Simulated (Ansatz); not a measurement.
# ZnCd2Se3: what the fields show

The calculation's input:

```
crystal:
  lattice:
    - [3.9053323183, -2.7e-09, 0.0]
    - [-1.9526661568, 3.3821169992, 0.0]
    - [0.0, 0.0, 9.6425472882]
  atoms:
    - { symbol: Zn, position: [0.0, 0.0, 0.0] }
    - { symbol: Cd, position: [0.3333333333, 0.6666666667, 0.6726818686] }
    - { symbol: Cd, position: [0.6666666667, 0.3333333333, 0.3273181314] }
    - { symbol: Se, position: [0.3333333333, 0.6666666667, 0.1511007334] }
    - { symbol: Se, position: [0.6666666667, 0.3333333333, 0.8488992666] }
    - { symbol: Se, position: [0.0, 0.0, 0.5] }
kpoints:
  mp_grid: { grid: [12, 12, 4] }
  band_path:
    path:
      - [0.0, 0.0, 0.0]
      - [0.5, 0.0, 0.0]
      - [0.3333333333, 0.3333333333, 0.0]
      - [0.0, 0.0, 0.5]
      - [0.5, 0.0, 0.5]
      - [0.3333333333, 0.3333333333, 0.5]
    npoints: 1
hamiltonian:
  xc: r2scan
  dispersion: rvv10
scf:
  occupations: { method: fermi_dirac, width: 0.03 }
  n_extra_bands: 5
output:
  forces: true
  stress: true
  eigenvalues: true
  write_density: true
  write_potential: true
  elf: true
  volumetric_format: npy
```

Launched as:

```sh
ansatz run input.yaml --threads 2 --pin off --max-ram 2211MiB --backend cpu --events-out ev --progress --plain --runs-dir out
```

Below, planes, directions and counts refer to the conventional cell (a = 3.91 Å, b = 3.91 Å, c = 9.64 Å, α = 90.00°, β = 90.00°, γ = 120.00°).

Space group P-3m1; a structure from a database of computed crystals, not necessarily the ambient phase; started from the CaSm2S3-164 prototype, which need not be the ambient phase.

These are results of DFT, r2SCAN+rVV10, plane waves, PAW (Ansatz 0.2.0), not measurements.

Core electrons are frozen (PAW), and the valence fields are smoothed inside the atomic spheres.

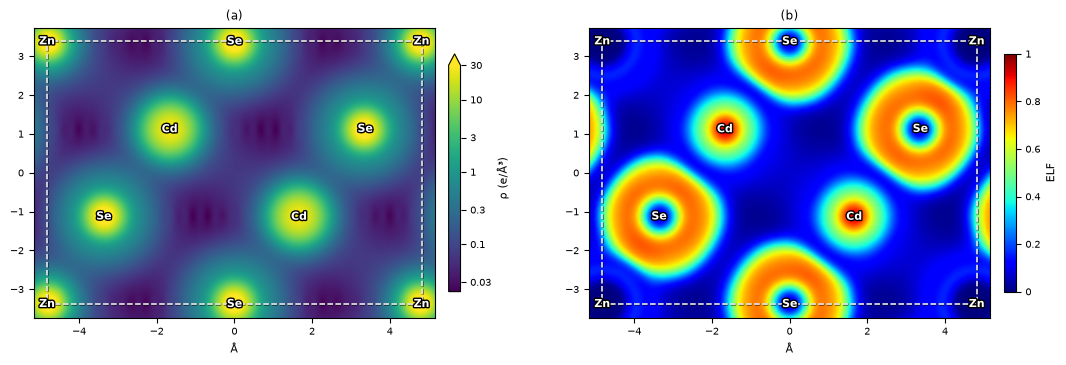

Figure 1. (a) valence pseudo-density; (b) electron localisation function on the (110) plane of the conventional cell.

What do the fields say about this system?

Answer.
- The plane passes through Zn, Cd and Se nuclei.
- Zn–Se (2.68 Å): ρ at the midpoint is about 0.3 e/Å³, with its minimum of 0.27 e/Å³ about 1.2 Å from Zn; the ELF is about 0.55 at the midpoint and 0.15 at its lowest between the atoms.
- Cd–Se (2.80 Å): ρ at the midpoint is about 0.28 e/Å³; the ELF is about 0.30 at the midpoint and 0.15 at its lowest between the atoms.
- Between the atoms the lowest density in this plane is 0.02 e/Å³.
- The features right at Cd lie inside the PAW spheres, where the map follows smoothed inner orbitals and isn't to be read closely.

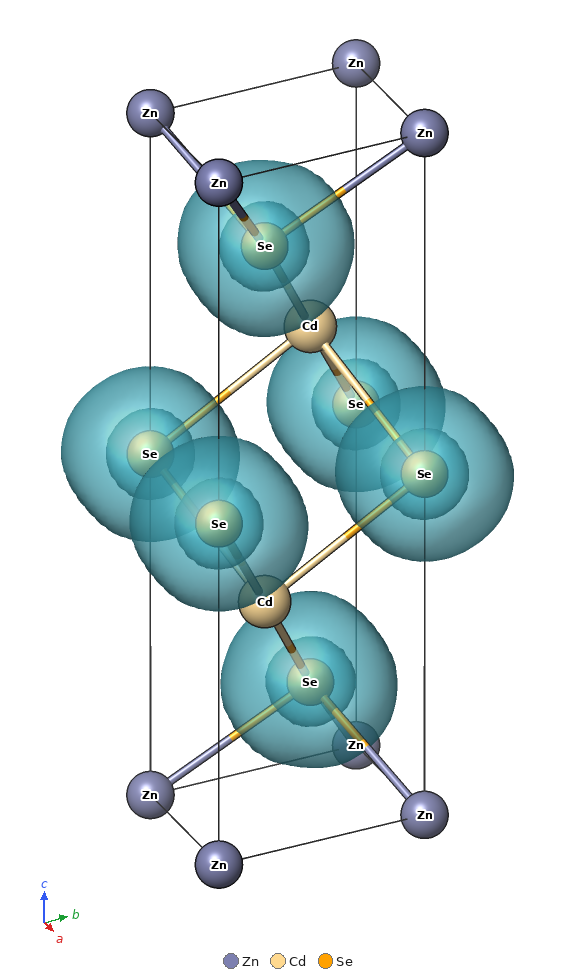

Figure 2. Isosurface of the ELF at 0.7 (cyan), seen slightly off an axis. Only the valence region is drawn (cores and ρ < 0.01 e/Å³ removed). Sticks mark near contacts.

What do the ELF domains correspond to?

Answer. The surface consists of three regions wrapped around Se (the valence shell of each), counted in one cell of 6 atoms. Any copies at cell faces, edges or corners count once.
